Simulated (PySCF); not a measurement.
**C2H9OSi2: EPR calculation**

The run: EPR calculation of C2H9OSi2, multiplicity 2, SMILES CO[SiH2]C[SiH2]. Method and program: UKS B3LYP, pcH-1 on C H O Si, non-relativistic, mean-field spin-orbit, GIAO (PySCF 2.14.0).

It belongs to a series of runs on one base structure; here: H removed from Si.

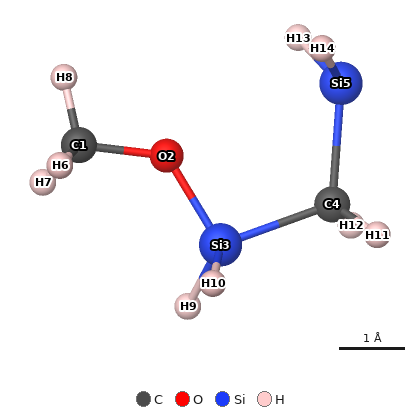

The input geometry (ball-and-stick view, seen on its broad side; atoms are numbered from 1 in the order of the input).

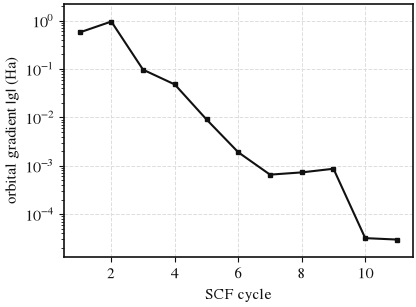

Convergence of the self-consistent field: orbital gradient |g| against the SCF cycle. All cycles printed in the log are drawn one after another.

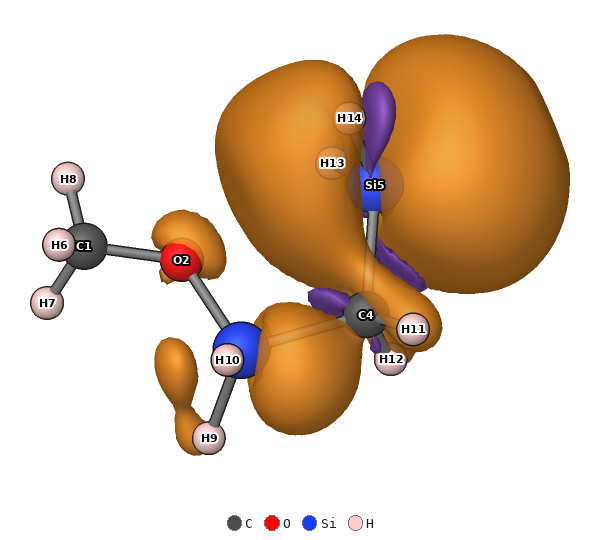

Isosurfaces of the spin density (α minus β) at +0.003 (orange) and −0.003 e/Å³ (purple), seen at a tilt. The unpaired spin (1 electron) lies mostly on Si5 (about 0.8) and H13 (about 0.1), in electrons by Hirshfeld's partition.

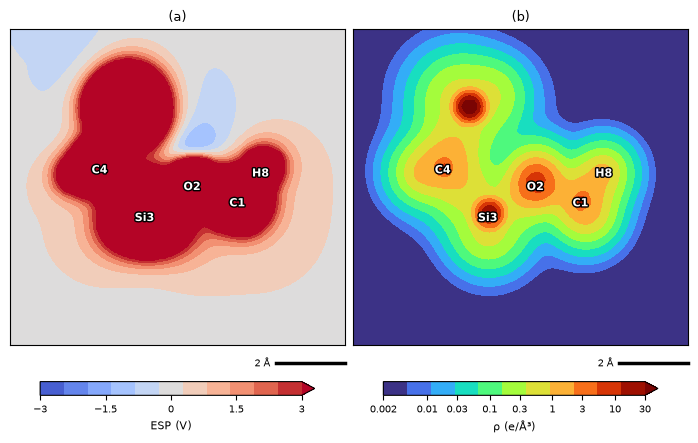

(a) molecular electrostatic potential; (b) electron density on the plane of atoms O2, Si3 and C4. C–O (1.39 Å): ρ at the midpoint is about 1.5 e/Å³, with its minimum of 1.3 e/Å³ about 0.5 Å from C. Si–O (1.63 Å): ρ at the midpoint is about 0.75 e/Å³. C–Si (1.89 Å): ρ is about 0.72 e/Å³ halfway.

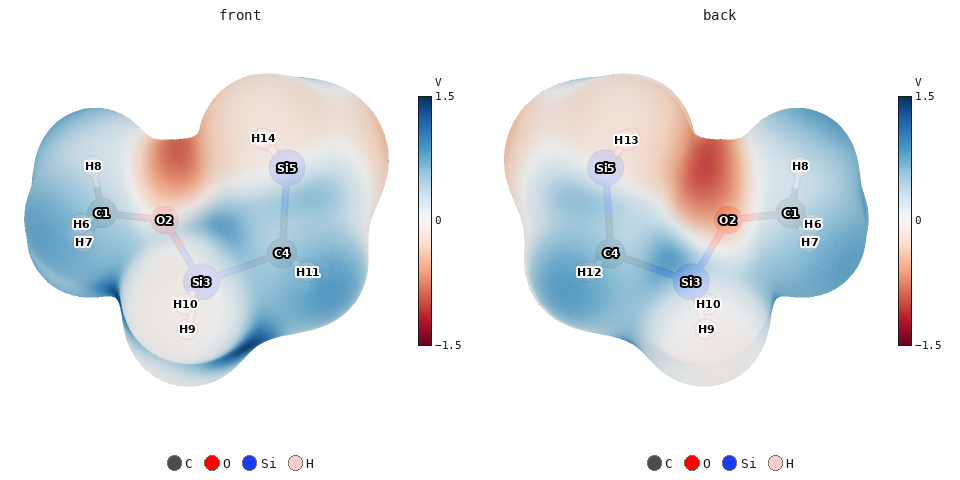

The molecular electrostatic potential painted on the density surface at 0.002 e/bohr³, seen at a tilt and from behind; red is negative and blue positive. A positive charge is drawn to the negative regions and a negative charge to the positive ones.

The input that produced these results follows, with the program's output.

## Input
```
{"job": {"kind": "epr", "basis": "pcH-1"}, "charge": 0, "multiplicity": 2}
C     -1.856195     1.213472     0.176935
O     -0.656987     0.506182     0.169709
Si    -0.388753    -0.983756     0.769507
C      1.442026    -1.205039     0.341676
Si     2.276138     0.420424    -0.177704
H     -2.197997     1.387608     1.200224
H     -2.635009     0.666884    -0.360724
H     -1.688215     2.173142    -0.313700
H     -1.273453    -1.963756     0.126778
H     -0.654039    -1.009963     2.213580
H      1.954051    -1.639356     1.198865
H      1.540000    -1.934728    -0.461204
H      1.861568     0.919341    -1.482983
H      2.276188     1.449075     0.856899
```

The first line tells a small driver script what to run in PySCF; the rest is the geometry in Å.

Command:
```bash
OMP_NUM_THREADS=1 python <driver script> task.json out
```

## The program's output
```
UKS, coarse grid
  cycle   1  E = -735.74097357  |g| = 5.70e-01
  cycle   2  E = -735.50597913  |g| = 9.58e-01
  cycle   3  E = -735.85458381  |g| = 9.68e-02
  cycle   4  E = -735.85707462  |g| = 4.79e-02
  cycle   5  E = -735.85814225  |g| = 9.05e-03
  cycle   6  E = -735.85818260  |g| = 1.90e-03
  cycle   7  E = -735.85818417  |g| = 6.55e-04
UKS, final grid
  cycle   1  E = -735.85822180  |g| = 7.29e-04
  cycle   2  E = -735.85822171  |g| = 8.67e-04
  cycle   3  E = -735.85822205  |g| = 3.19e-05
  cycle   4  E = -735.85822205  |g| = 2.98e-05
E = -735.85822205 Eh   <S^2> = 0.7514 (exact 0.7500)
g shifts (ppm)      1          2          3
  rmc          -132       -132       -132
  gc             11         73        105
  oz_so         -86       1775       2118
  total        -206       1716       2092
hyperfine (MHz)  atom isotope    a_iso     a_fc   dipolar eigenvalues
    0   13C      -0.34      -0.34     -0.31     -0.28      0.59
    1   17O     -18.36     -18.37     -2.11      0.95      1.16
    2  29Si     -44.02     -44.12    -12.10      5.96      6.14
    3   13C      18.02      17.99     -3.16     -2.97      6.13
    4  29Si    -399.54    -400.64   -173.44     86.62     86.82
    5    1H       0.26       0.26     -0.57     -0.57      1.14
    6    1H       1.13       1.13     -0.61     -0.44      1.05
    7    1H       1.14       1.14     -0.87     -0.73      1.60
    8    1H       4.10       4.10     -1.27     -0.58      1.85
    9    1H       0.54       0.54     -1.07     -0.83      1.90
   10    1H      12.12      12.12     -4.15     -2.70      6.84
   11    1H       5.54       5.53     -3.92     -2.51      6.44
   12    1H      40.11      40.09    -10.04      1.29      8.76
   13    1H      35.96      35.94    -10.07      1.16      8.91
```

## Key numbers

| quantity | value |
| --- | --- |
| outcome | converged |
| total energy | −735.858222 hartree |
| ⟨S²⟩ | 0.751 |
| isotropic g | 2.0035 |
| hardware | 1 CPU thread, shared host |
| wall time | 47 s |
| peak memory | 0.88 GiB |
